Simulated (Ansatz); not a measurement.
# BF₂H₂N···H₂Se: what the fields show

Input file:

```
crystal:
  periodic: [false, false, false]
  atoms:
    - {symbol: B, position_ang: [0.152636, 0.617004, -1.412391]}
    - {symbol: N, position_ang: [1.126632, 0.143537, -0.543087]}
    - {symbol: F, position_ang: [-1.146079, 0.449838, -1.151963]}
    - {symbol: F, position_ang: [0.466157, 1.255468, -2.536287]}
    - {symbol: H, position_ang: [-0.974285, -0.113495, 2.859231]}
    - {symbol: Se, position_ang: [-0.897695, -1.393872, 2.146595]}
    - {symbol: H, position_ang: [2.107150, 0.255657, -0.724966]}
    - {symbol: H, position_ang: [0.892937, -0.342490, 0.308817]}
    - {symbol: H, position_ang: [-1.727453, -0.871547, 1.054053]}
basis:
  gaussian: {orbitals: def2-TZVPP}
hamiltonian: {xc: pbe0, dispersion: d4}
output: {orbitals: {seedname: orbitals}}
```

Command:

```sh
ansatz run in.yaml --threads 8 --pin off --events-out ev --progress --plain --max-ram 19148MiB
```

The reactant side of a reaction path; geometry: PBE0-D4/def2-TZVP; a saddle point, not a minimum.

Theory: Ansatz, RKS PBE0-D4/def2-TZVPP.

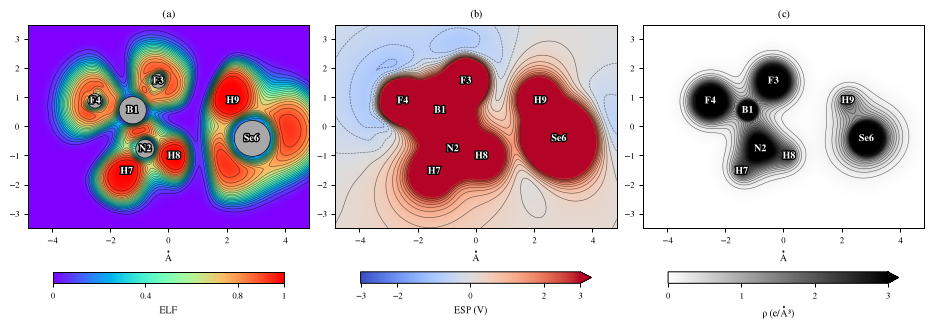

Figure 1. (a) electron localisation function; (b) electrostatic potential; (c) electron density on the plane of atoms F3, B1 and F4. Grey discs cover the atomic cores in the ELF map.

What does the map show?

The plane passes through B, N, F, Se and H nuclei. Se6···H8 (2.77 Å): the density falls to about 0.07 e/Å³ on the way; the ELF dips to about 0.05 between them: a weak contact between the two molecules. B–F (1.33 Å): the density is about 2.2 e/Å³ at the midpoint; the ELF peaks at about 0.85 between the atoms (a shared but strongly polarised pair). B–N (1.39 Å): ρ at the midpoint is about 2 e/Å³; the ELF peaks at about 0.90 between the atoms (a short, strongly polar bond). N–H (1.00 Å): ρ at the midpoint is about 3 e/Å³; the ELF climbs to about 1 towards the hydrogen, as it does in any bond to H: a covalent bond by its length. Se–H (1.47 Å): the density is about 1.4 e/Å³ at the midpoint; the ELF climbs to about 1 towards the hydrogen. The ELF also peaks beside Se6, F4 and F3, away from the bonds: lone-pair regions. Outside the dense part of the complex the potential is most negative (−1.1 V) near F4.

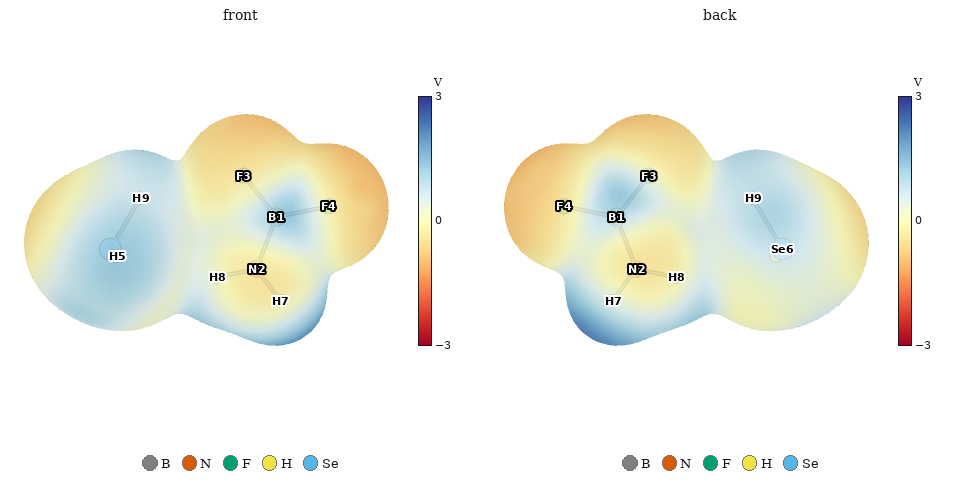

Figure 2. The electrostatic potential painted on the density surface at 0.002 e/bohr³, seen from the front and from behind; the colour scale runs from red (negative) to blue (positive).

Where is the surface potential most negative and most positive?

The most negative region (about −1.0 V) lies over F4, the most positive (about +2.1 V) over H7.

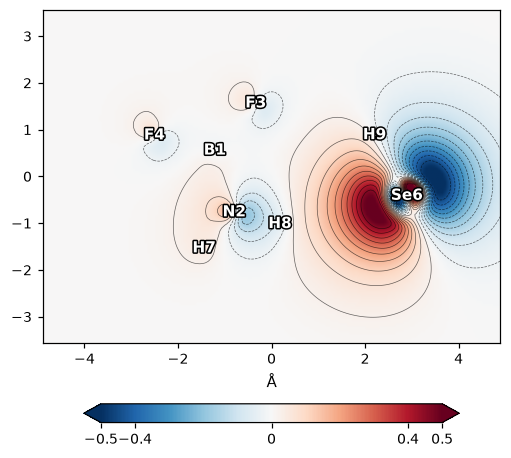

Figure 3. The HOMO on the plane of atoms N2, B1 and F3 (values in Å⁻³ᐟ²; the overall sign is arbitrary).

What is the character of this orbital?

It lies mainly on Se6 (about 90 %); largely a lone pair of Se6. Its energy is −7.46 eV.
